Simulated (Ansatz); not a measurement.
# Cl4Ge···OH (doublet): what the fields show

The calculation's input:

```
crystal:
  periodic: [false, false, false]
  atoms:
    - { symbol: Ge, position_ang: [0.024699, 0.037909, -0.096615] }
    - { symbol: Cl, position_ang: [0.123382, 0.192624, 2.080723] }
    - { symbol: Cl, position_ang: [1.99602, -0.015922, -0.87453] }
    - { symbol: Cl, position_ang: [-1.011833, 1.721329, -0.862507] }
    - { symbol: Cl, position_ang: [-1.005246, -1.740987, -0.628739] }
    - { symbol: O, position_ang: [-0.061765, -0.095543, 4.859112] }
    - { symbol: H, position_ang: [-0.577356, -0.90051, 4.831756] }
magnetization:
  spin_polarized: true
  initial_magnetization: 1
basis:
  gaussian: { orbitals: def2-SVP }
hamiltonian:
  xc: hf
relax:
  f_tol: 0.03
  max_steps: 50
output:
  orbitals: {}
```

Launched as:

```sh
ansatz run input.yaml --threads 4 --pin off --max-ram 5120MiB --backend cpu --events-out ev --progress --plain --runs-dir out
```

The fields are those of the run's last geometry, not of the input's.

The calculation used UHF/def2-SVP in Ansatz.

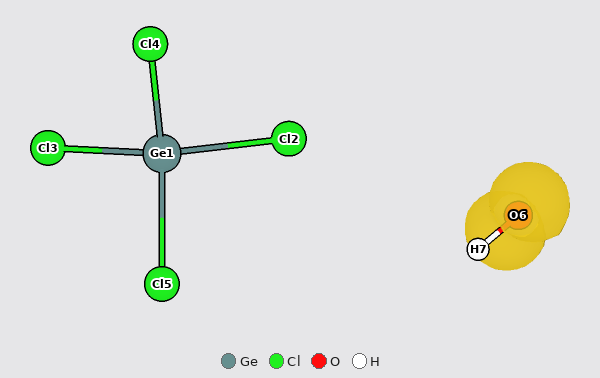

Figure 1. Isosurfaces of the spin density (α minus β) at +0.15 (yellow) and −0.15 e/Å³ (cyan), seen at a tilt.

**Where is the unpaired spin?**

The unpaired spin (1 electron) lies mostly on O6 (about 1.0), in electrons by Hirshfeld's partition. Only one sign reaches the isovalue.

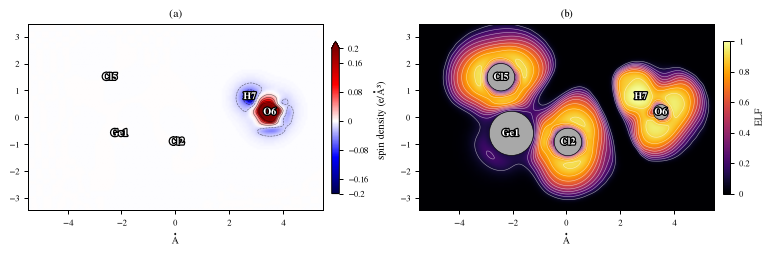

Figure 2. (a) spin density; (b) ELF on the plane of atoms Cl2, Ge1 and Cl5. Grey discs cover the atomic cores in the ELF map.

**Interpret the plot.**

Atoms in the plane: Ge, Cl, O and H. Cl2···H7 (3.18 Å): the ELF dips to about 0 between them; a weak contact between the two molecules. Ge–Cl (2.13 Å): the ELF peaks at about 0.85 in the valence shell of Cl, 0.9 Å from its nucleus, and is about 0.70 at the midpoint. O–H (0.96 Å): the ELF climbs to about 1 towards the hydrogen, as it does in any bond to H: a covalent bond by its length. The ELF also peaks beside Cl2, O6 and Cl5, away from the bonds: non-bonding electrons, paired or unpaired.

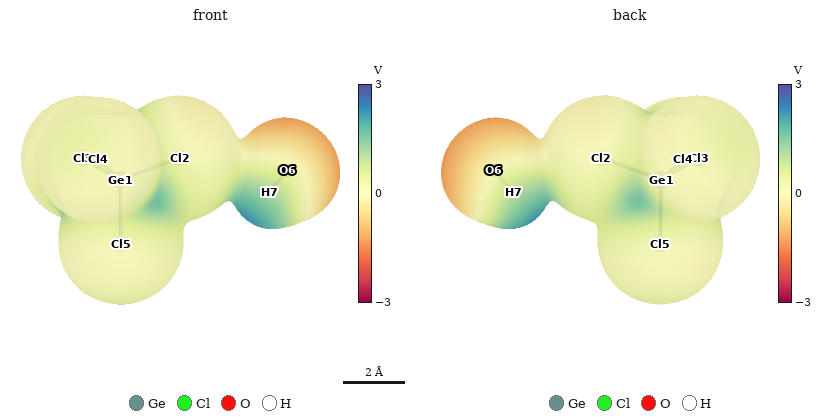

Figure 3. The electrostatic potential painted on the density surface at 0.001 e/bohr³, seen from the front and from behind; red is negative and blue positive.

**Which sites attract a positive test charge, and which a negative one?**

A positive charge is drawn to the negative regions and a negative charge to the positive ones. The most negative region (about −1.3 V) lies over O6, the most positive (about +2.2 V) over H7. O6 is the likeliest acceptor of a hydrogen bond.
